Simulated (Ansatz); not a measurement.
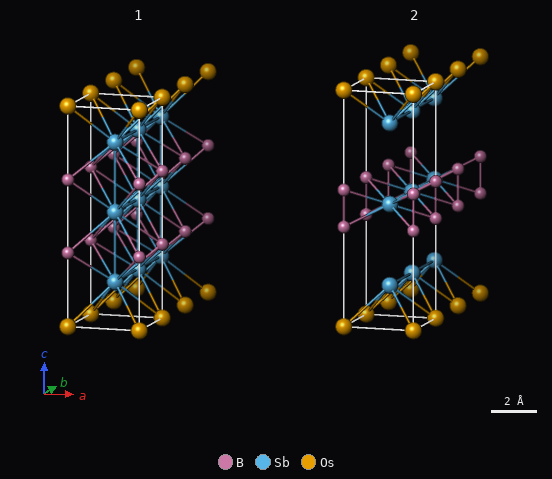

Two geometries of crystalline B2Sb3Os (a generated structure, set up in P4/mmm) (coarse preliminary run), drawn at one scale. One is the start of a relaxation, the other its converged end. The picture is a ball-and-stick view of the cell of the calculation, repeated 1 × 3 × 1 with one cell outlined, seen slightly off an axis.

These are results of Ansatz, DFT PBE, scalar-relativistic, plane waves, PAW, not measurements. Settings: plane-wave cutoff 420 eV; k-point mesh 6 × 6 × 2; occupations gaussian; smearing width 0.1 eV; no spin polarisation; cell and atoms relaxed; force threshold 0.04 eV/Å; at most 70 steps.

> Which of the two is the end point?

Structure 2 is the relaxed one. The largest moves relative to the cell, 0.94 Å, are those of B atoms. By element the largest moves are B 0.94 Å, Sb 0.29 Å. Os stays in place. Cell: a = b 3.359 → 3.270 Å (−2.7 %), c 10.043 → 10.764 Å (+7.2 %). Volume +1.6 %. Near-neighbour distances that change, for instance: B–B 3.329 → 1.681 Å, B–Sb 2.815 → 3.670 Å, Sb–Sb 3.176 → 3.691 Å, B–Sb 2.900 → 2.460 Å. New bonds form: B–B (3.33 → 1.68 Å). The space group stays P4/mmm (No. 123). Over 13 accepted moves (16 points after the start) the energy falls by 1.836 eV per cell of the calculation. The largest force component goes from 1.2 to 0.016 eV/Å. The pressure goes from −10.11 to 0.07 GPa. The line search rejected the trial steps at points 10, 11 of the run. The SCF was repeated once at an unchanged geometry on a basis and grid sized afresh for the cell, which shifted the energy by 2.8 meV per cell of the calculation at most. Cost: 78 s on 1 thread of Arm Neoverse V2, with other jobs on the host, peak memory 0.41 GiB.
